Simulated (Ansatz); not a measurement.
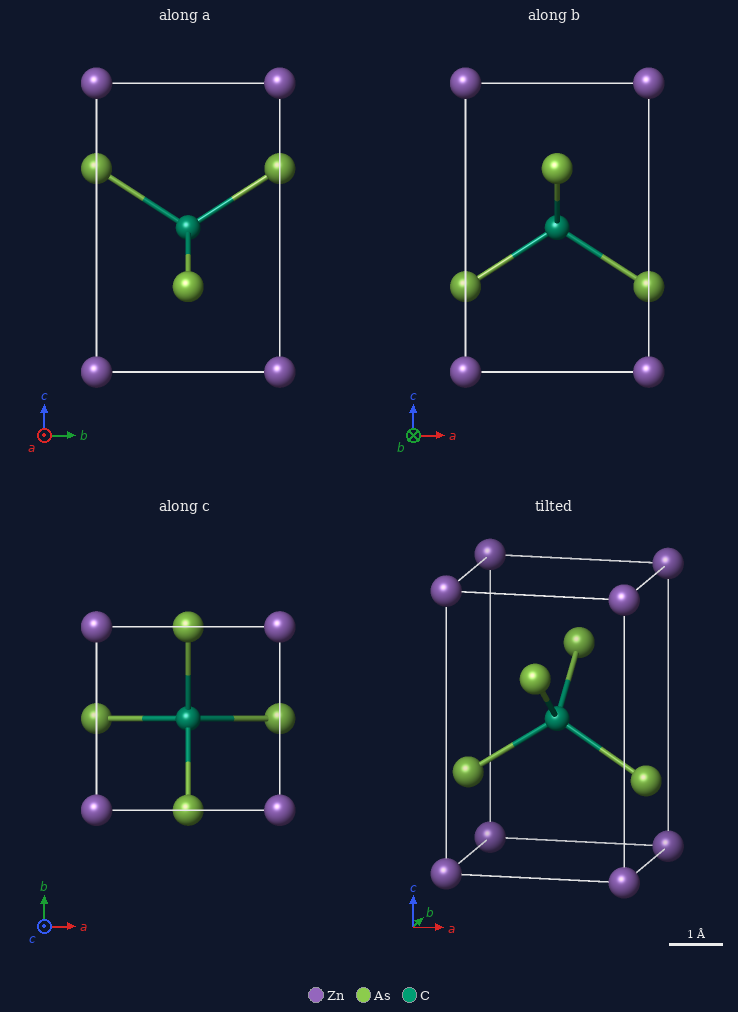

View along the a axis, along the b axis, along the c axis and slightly off an axis, drawn as a ball-and-stick model. The wireframe shows the conventional unit cell.

Lattice parameters: a = 3.511 Å, b = 3.511 Å, c = 5.534 Å, α = 90.00°, β = 90.00°, γ = 90.00°.

Question: Set out the cell and atoms as a table of Wyckoff sites, with free fractional coordinates to two decimals.

Answer: Space group P-4m2 (No. 115).
```tsv
atom	site	x	y	z
Zn	1a	0.00	0.00	0.00
As	2g	0.00	0.50	0.30
C	1c	0.50	0.50	0.50
```

Starting structure: a structure type filled with these elements by a generator (whether the compound takes this form wasn't checked). Earlier steps of the study may have refined or changed the cell and positions. It was run through Ansatz as a DFT input.
